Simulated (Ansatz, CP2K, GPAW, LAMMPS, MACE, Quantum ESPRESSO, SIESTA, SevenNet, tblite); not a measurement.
# Running amorphous Hg33S25Se8 (66 atoms) with tblite

Aim: run amorphous Hg33S25Se8 (66 atoms) in tblite and see how near its forces come to a plane-wave reference, and at what cost.

Main program and level: tblite 0.8.0; the method is named at each step.

## Step 1: The structure

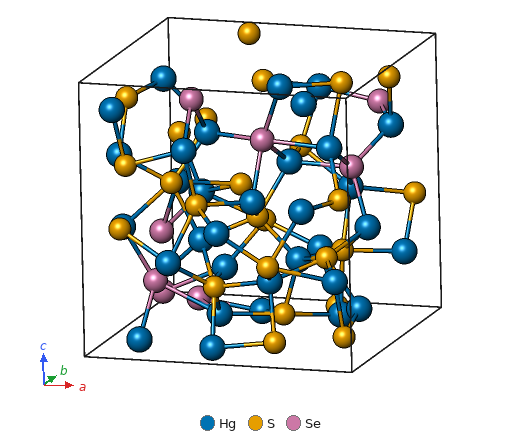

The starting structure, seen slightly off an axis (mercury blue, sulfur orange, selenium pink). Bonds to atoms that aren't drawn are left out.

The cell holds 66 atoms: 33 Hg, 25 S and 8 Se. Its edges and angles: a = 12.034 Å, b = 12.034 Å, c = 12.034 Å, α = 90.0°, β = 90.0°, γ = 90.0°. 66 atoms (33 Hg, 25 S, 8 Se) placed at random at 7.67 g/cm³, melted at 2500 K for 10 ps at fixed volume with the Stillinger-Weber II-VI potential (Zhou et al., Phys. Rev. B 88, 085309 (2013)). Quenched from 2500 K to 500 K at 30 K/ps and fixed volume, held 5 ps, then minimised at fixed cell.

The yardstick, on the same geometry:

```
method                 : Kohn-Sham DFT, PBE, PAW, plane waves (Ansatz 0.2.0); cutoff 420 eV, Γ point, fermi-dirac smearing of 0.05 eV; PAW set soft_2
r.m.s. force component : 0.3971 eV/Å
longest force          : 1.344 eV/Å
pressure               : 0.004286 GPa
SCF cycles             : 10
time                   : 31 s on 4 threads of Arm Neoverse V2, shared host
CPU time               : 2 min
```

## Step 2: GFN1-xTB

Method: GFN1-xTB tight binding, diagonalisation.

File run.py:

```python
import numpy as np
from ase.io import read
from tblite.ase import TBLite

atoms = read("structure.xyz")
atoms.calc = TBLite(method="GFN1-xTB", electronic_temperature=580, accuracy=1.0, max_iterations=250, mixer_damping=0.4, verbosity=1)
energy = atoms.get_potential_energy()
forces = atoms.get_forces()
print(f"energy {energy:.6f} eV")
print("forces (eV/A)")
for i, (a, f) in enumerate(zip(atoms, forces)):
    print(f"{i:4d} {a.symbol:2s} {f[0]:10.5f} {f[1]:10.5f} {f[2]:10.5f}")
stress = -atoms.get_stress(voigt=False) * 160.21766
print("stress (GPa, compression positive)")
for row in stress:
    print(" ".join(f"{x:10.4f}" for x in row))
print("charges (e)")
print(np.array2string(atoms.get_charges(), precision=4, suppress_small=True, max_line_width=110, threshold=100000))
```

File structure.xyz:

```xyz
66
Lattice="12.03400 0.00000 0.00000 0.00000 12.03400 0.00000 0.00000 0.00000 12.03400" Properties=species:S:1:pos:R:3 pbc="T T T"
Hg 3.71321 4.87353 4.20239
Hg 4.37580 5.17269 0.91073
Hg 7.04867 10.79618 2.63196
Hg 1.94722 10.26524 4.92696
Hg 6.93688 7.33496 7.22726
Hg 9.51456 1.15611 6.63783
Hg 8.77435 9.93166 5.61458
Hg 9.45656 5.20723 8.46399
Hg 1.33818 7.31727 10.55261
Hg 2.82270 10.53890 1.59932
Hg 10.79089 9.52010 8.55052
Hg 6.03637 0.08171 5.72830
Hg 7.55675 4.41491 11.24325
Hg 0.39712 4.29144 4.71083
Hg 6.38849 3.86496 6.23831
Hg 1.36887 3.30129 0.05319
Hg 10.08738 0.10181 11.65409
Hg 10.50845 6.98273 4.63177
Hg 1.33938 0.38509 10.82434
Hg 0.58509 3.45484 8.08841
Hg 3.81779 5.66525 8.73680
Hg 11.13338 9.93286 2.90802
Hg 8.68434 8.53235 0.32408
Hg 3.40334 1.31977 3.99300
Hg 10.75442 4.90012 1.55804
Hg 7.56614 6.37321 3.19262
Hg 4.17496 1.43120 8.94283
Hg 6.88116 11.63579 9.49976
Hg 10.74311 1.78212 3.47518
Hg 5.18726 8.41502 0.30723
Hg 5.15332 1.82267 0.25981
Hg 7.45879 2.82197 3.06410
Hg 1.95071 7.09621 6.13626
S 1.12000 1.75492 5.25970
S 5.02143 9.69411 10.11975
S 7.66927 11.05768 0.04007
S 5.82048 6.20894 5.02781
S 0.97114 10.32577 7.44267
S 0.50206 4.84922 10.25802
S 8.13089 0.61903 4.23850
S 2.53785 4.54536 6.71365
S 3.69973 11.84254 11.59344
S 2.88094 8.29829 8.63548
S 9.87065 5.78715 11.22736
S 8.74029 8.77459 3.10092
S 6.83038 6.42459 0.74166
S 4.88111 3.03642 2.62510
S 4.26088 8.67856 5.76248
S 10.41615 3.56832 6.62580
S 7.84063 2.15854 0.55693
S 6.53446 10.04165 7.25169
S 11.14372 11.43759 5.11662
S 1.67658 1.03841 8.25436
S 4.44981 2.14699 6.40245
S 4.53658 10.92110 3.67518
S 11.07970 8.56051 10.89606
[... 6 atom lines left out ...]
Se 0.88486 7.97349 3.67398
Se 3.81538 3.65797 10.65611
Se 6.51990 4.99279 8.71021
Se 0.06306 10.38089 0.40615
```

The run is started by

```bash
OMP_NUM_THREADS=1 python run.py > output.txt
```

The program printed:

```text
------------------------------------------------------------
  cycle        total energy    energy error   density error
------------------------------------------------------------
      1     -147.8059617665  -1.4733534E+02   6.2560970E-01
      2     -128.6729002370   1.9133062E+01   6.6129575E-01
      3     -144.8011079235  -1.6128208E+01   4.1094806E-01
      4     -148.2565940537  -3.4554861E+00   2.9943774E-01
      5     -149.3710413999  -1.1144473E+00   1.7996735E-01
      6     -149.9927737959  -6.2173240E-01   8.7663233E-02
      7     -150.0016707543  -8.8969585E-03   8.2141635E-02
      8     -150.1664935627  -1.6482281E-01   4.6112703E-02
      9     -150.1527588186   1.3734744E-02   4.7115760E-02
     10     -150.1857392902  -3.2980472E-02   3.3207057E-02
     11     -150.2111330626  -2.5393772E-02   1.0549046E-02
     12     -150.2099877774   1.1452852E-03   1.0985431E-02
     13     -150.2130864566  -3.0986792E-03   6.0331801E-03
     14     -150.2138468948  -7.6043817E-04   3.5825618E-03
     15     -150.2142278097  -3.8091495E-04   1.3110101E-03
     16     -150.2142640536  -3.6243877E-05   5.4365981E-04
     17     -150.2142711785  -7.1249534E-06   1.1719198E-04
     18     -150.2142714384  -2.5987049E-07   5.9032188E-05
     19     -150.2142714885  -5.0069900E-08   4.2538416E-05
     20     -150.2142715157  -2.7201168E-08   2.6572494E-05
     21     -150.2142715320  -1.6351578E-08   7.0745157E-06
------------------------------------------------------------
 total:                                   1.627 sec
energy -4087.538529 eV
forces (eV/A)
   0 Hg   -0.08509    0.15466    0.34880
   1 Hg   -0.52865    0.45836   -0.05196
   2 Hg   -0.39711    0.37397   -0.46452
   3 Hg    0.21552   -0.28827    1.43783
   4 Hg   -1.16249    0.83161   -0.06438
   5 Hg    0.80882   -0.14036    0.02470
   6 Hg    0.12624    0.44607    0.30772
   7 Hg    0.67692   -0.04550    0.59246
   8 Hg   -0.02747    0.05912   -0.12174
   9 Hg   -0.08937   -0.41320   -0.37877
  10 Hg    0.77920    0.19914   -0.21877
  11 Hg   -0.84278   -0.45114    0.11049
  12 Hg    0.90534    0.02851    0.13286
  13 Hg    0.16269   -1.13225    0.24231
  14 Hg   -0.25179    0.13595    0.13143
  15 Hg   -0.43536    0.10328    0.00366
  16 Hg   -0.61399    0.72478    0.17731
  17 Hg    0.26361   -0.03894    0.10009
  18 Hg    0.00655   -0.11376   -0.56486
  19 Hg    0.35196   -0.55955    0.08511
  20 Hg   -0.21387    0.47766    0.23553
  21 Hg    0.42734    0.30821    0.00021
  22 Hg    0.53159   -0.49879   -0.95969
  23 Hg   -0.47030    0.05064    0.54782
[...]
58 Se   -0.11272   -0.56654    0.42447
  59 Se    1.11865   -0.35003    0.07027
  60 Se   -0.36027   -0.31594   -0.22690
  61 Se   -0.21324    0.45703    0.09427
  62 Se   -0.93026   -0.08125    0.50284
  63 Se    0.19097   -0.04376    0.65015
  64 Se    0.59654    0.44382   -0.49288
  65 Se    0.03878    0.50856    0.01215
stress (GPa, compression positive)
   -1.6977     0.0054     0.0296
    0.0054    -1.5699     0.0424
    0.0296     0.0424    -2.0126
charges (e)
[ 0.3065  0.2342  0.3139  0.2845  0.2878  0.2812  0.273   0.2477  0.2355  0.2187  0.2291  0.3215  0.2387
  0.2471  0.2333  0.1917  0.2476  0.2161  0.2603  0.3128  0.2418  0.2231  0.2794  0.2756  0.3103  0.3144
  0.2977  0.2342  0.2908  0.2602  0.2562  0.3098  0.2256 -0.3079 -0.2772 -0.3134 -0.3018 -0.2746 -0.3901
 -0.3446 -0.3109 -0.3117 -0.2154 -0.3007 -0.3308 -0.3225 -0.3473 -0.317  -0.3275 -0.3486 -0.294  -0.3083
 -0.2495 -0.2926 -0.2957 -0.2577 -0.3345 -0.3309 -0.1462 -0.1376 -0.1189 -0.1321 -0.1399 -0.1468 -0.1283
 -0.0448]
```

It took 2.1 s on 1 thread of Arm Neoverse V2, shared host; peak memory 0.13 GiB.

Banners, paths, timers and routine set-up lines are dropped from the logs unmarked, and long logs keep their key lines alone; longer cuts are marked.

Against the reference:

- r.m.s. force component: 0.5507 eV/Å
- r.m.s. difference of force components: 345.3 meV/Å
- longest difference of force vectors: 1215 meV/Å
- force difference over r.m.s. force: 86.94 %
- slope of forces against the reference's: 1.084
- correlation of force components: 0.7814
- pressure: -1.76 GPa
- pressure difference: -1.764 GPa

Length of the force difference by element (eV/Å):

| element | atoms | mean | most |
| --- | --- | --- | --- |
| Hg | 33 | 0.55 | 1.2 |
| S | 25 | 0.55 | 1.1 |
| Se | 8 | 0.54 | 0.73 |

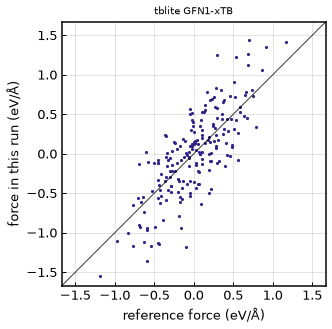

Force components against those of the reference; the line marks equality.

The surroundings of Se64, one of the 8 Se atoms, nearest first, numbered as they follow in the input and with coordinates relative to it.

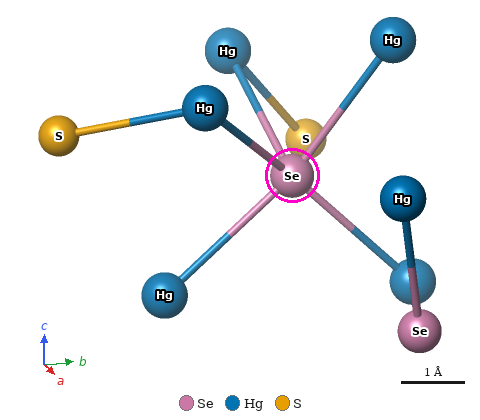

The atoms of the table, within 4.0 Å (arrows a, b, c point along x, y, z); some may hide others; the central atom is ringed.

| atom | x | y | z | distance (Å) | bonds | Mulliken charge (e) | Fx | Fy | Fz (eV/Å) |
| --- | --- | --- | --- | --- | --- | --- | --- | --- | --- |
| Se64 | 0.00 | 0.00 | 0.00 | 0.00 | 5 | -0.15 | 0.19 | -0.04 | 0.65 |
| Hg21 | 0.00 | 2.01 | -1.92 | 2.78 | 4 | 0.24 | -0.21 | 0.48 | 0.24 |
| Hg31 | 1.34 | -1.84 | 1.64 | 2.80 | 4 | 0.26 | 0.53 | -0.34 | 0.03 |
| Hg2 | 0.56 | 1.51 | 2.29 | 2.80 | 5 | 0.23 | -0.53 | 0.46 | -0.05 |
| Hg27 | 0.36 | -2.23 | -1.71 | 2.83 | 4 | 0.30 | -0.64 | -0.15 | -0.39 |
| Hg16 | -2.45 | -0.36 | 1.43 | 2.86 | 4 | 0.19 | -0.44 | 0.10 | 0.00 |
| S39 | -3.31 | 1.19 | -0.40 | 3.54 | 3 | -0.39 | 0.23 | -0.15 | -0.53 |
| Se65 | 2.70 | 1.33 | -1.95 | 3.59 | 5 | -0.13 | 0.60 | 0.44 | -0.49 |
| Hg13 | 3.74 | 0.76 | 0.59 | 3.86 | 4 | 0.24 | 0.91 | 0.03 | 0.13 |
| S42 | -0.12 | -3.85 | 0.94 | 3.96 | 4 | -0.31 | -0.02 | 0.70 | 0.12 |

Atoms are counted from 1 here, from 0 in the log.

Forces lie 87 % from the reference's, at 0.018 times its CPU time (on 1 against 4 cores).

## Step 3: Outcome

| Property | Result |
| --- | --- |
| force difference from the reference | tblite GFN1-xTB, 87 % |
| its CPU time | 2.1 s |

Tight binding differs by 87 % (tblite GFN1-xTB); it is another model, with fitted parameters of its own, and the xTB methods hold dispersion. One electronic-structure run takes under half the reference's CPU time: tblite GFN1-xTB, at 87 % in 2.1 s against 2 min, too far off to be of use; its pressure misses by -1.8 GPa. Periodic xTB results under one method name differ between programs and library versions. The quench rate of 30 K/ps is many orders above laboratory rates, so the cell is likely richer in defects and strain than a real sample. The network of bonds at the start is that of the classical potential that made the cell, and needn't be the one that DFT or experiment would give. The electronic-structure runs sample only Γ, in a cell whose shortest periodic width is 12 Å, which is coarse for a cell with partly filled levels. Spin–orbit coupling is left out, which matters for the levels of the heavy elements.

[Also dropped from logs without a mark: logging warnings of Python, and SIESTA's first energy breakdown and zero terms.]

[Logs are printed without paths, hosts, clocks, repeated set-up lines and the standing remarks that a program may print on its own settings, such as how far it seeks lower states.]

[Hosts, paths, dates, database ids (printed as entryN), source tags and the programs' standing remarks are cut or masked in the printed files.]
